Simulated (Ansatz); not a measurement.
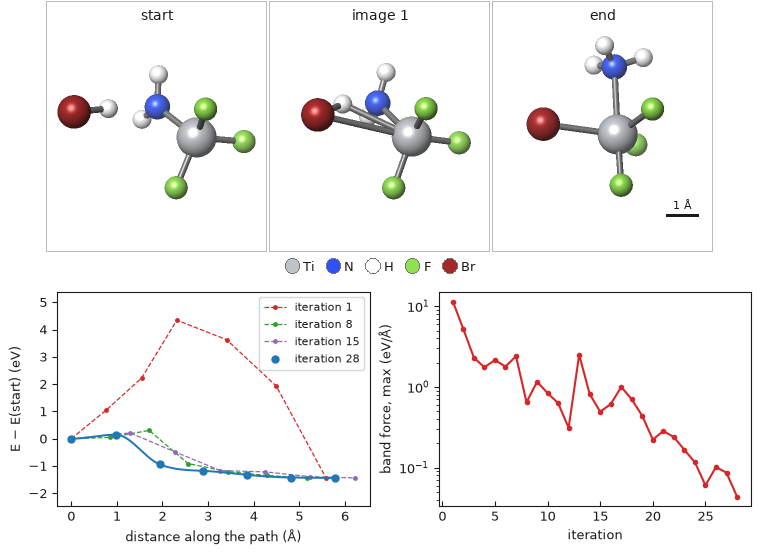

NEB run on TiNH3BrF3. Images are numbered from 0 (start) to 6 (end). The plot follows the band through its iterations. Style: ball-and-stick. Shown from a free direction.

The calculation used RKS B3LYP-D4/def2-SVP in Ansatz. Settings: 5 movable images; climbing image; force threshold 0.05 eV/Å; iteration limit 60; starting path through a guess of the saddle point.

**Judge this run.**

The result is final at these settings. The band converged in 28 iterations. The largest component of the band force went from 11 to 0.044 eV/Å. The climbing image converged on the top of the path. Its vibrational analysis gives one imaginary mode (473i cm⁻¹), as a transition state must have. The first iteration put the highest image at 4.34 eV. The highest point, image 1, lies 0.15 eV above the start and 1.58 eV above the end; the end is at −1.44 eV relative to the start.
